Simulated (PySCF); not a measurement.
## Electronic structure of C4H6F4Si (SMILES C/C=C(\CF)[Si](F)(F)F) in real space

```xyz
15

C    -2.1042   -0.5969    0.1390
C    -0.6525   -0.8933   -0.0219
C     0.3174    0.0253   -0.0203
C    -0.0058    1.4829    0.1595
F     1.1375    2.2397    0.1404
Si    2.1135   -0.4253   -0.2474
F     2.2697   -1.9970   -0.4282
F     3.0667   -0.0683    0.9666
F     2.8121    0.1939   -1.5277
H    -2.2712    0.1590    0.9041
H    -2.5112   -0.2127   -0.7972
H    -2.6533   -1.4959    0.4031
H    -0.3880   -1.9305   -0.1656
H    -0.6439    1.8548   -0.6509
H    -0.4912    1.6725    1.1245
```

Geometry: GFN2-xTB.

These are results of PySCF, wB97X-D/def2-SVPD, SCF density, gas phase, not measurements.

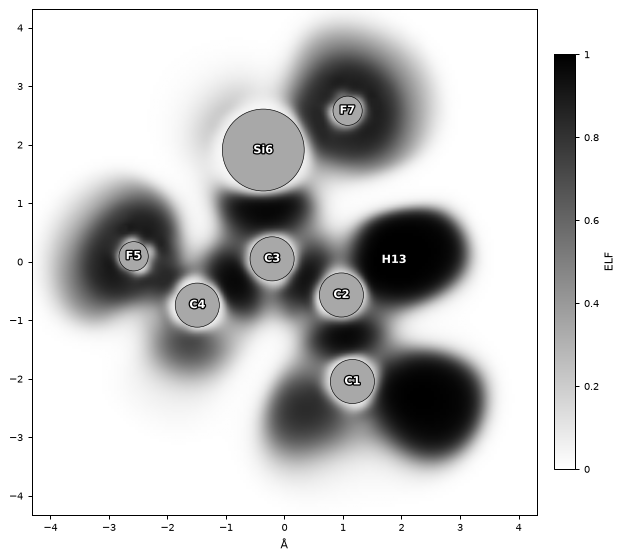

Figure 1. ELF on the plane of atoms C1, C2 and H13. Grey discs cover the atomic cores.

### Read the bonding off the picture.

- The plane passes through C, F, Si and H nuclei.
- C–C (1.34 Å): the ELF peaks at about 0.90 between the atoms (a short, multiple covalent bond).
- C–F (1.37 Å): the ELF peaks at about 0.85 between the atoms, as expected for a shared but strongly polarised pair.
- Si–F (1.59 Å): the ELF peaks at about 0.85 in the valence shell of F, 0.6 Å from its nucleus, and is about 0.50 at the midpoint.
- C–Si (1.87 Å): the ELF peaks at about 1 between the atoms: localised, covalent bonding.
- C–H (1.08 Å): the ELF climbs to about 1 towards the hydrogen, as it does in any bond to H (a covalent bond by its length).
- The ELF also peaks beside F5 and F7, away from the bonds: lone-pair regions.

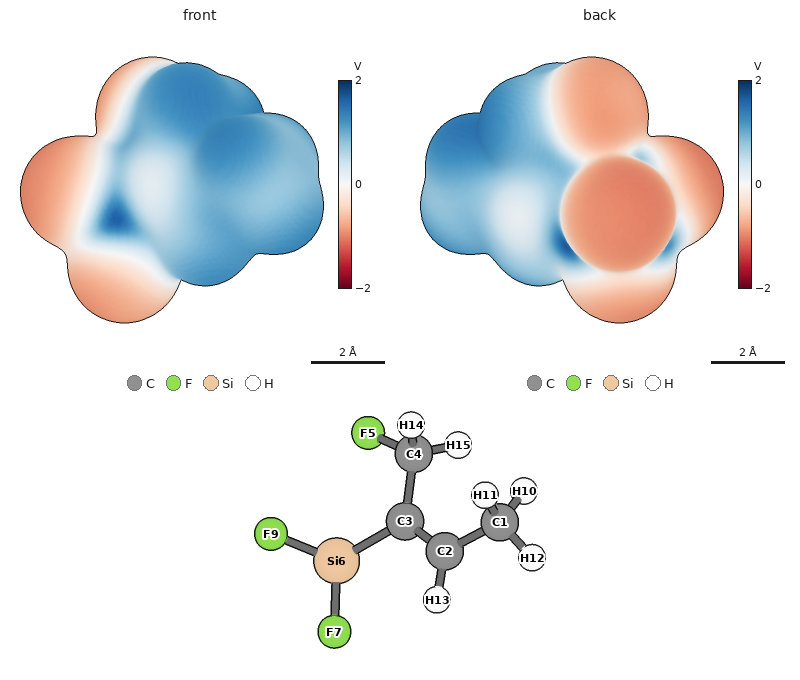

Figure 2. The electrostatic potential painted on the density surface at 0.002 e/bohr³, seen from the front and from behind; red is negative and blue positive. The bare structure is drawn below in the same view.

### Describe the electrostatic potential map.

The most negative region (about −1.0 V, or −23 kcal/mol for a unit charge) lies over F8 and F9, the most positive (about +1.5 V, or +35 kcal/mol for a unit charge) over Si6, H10 and H15.
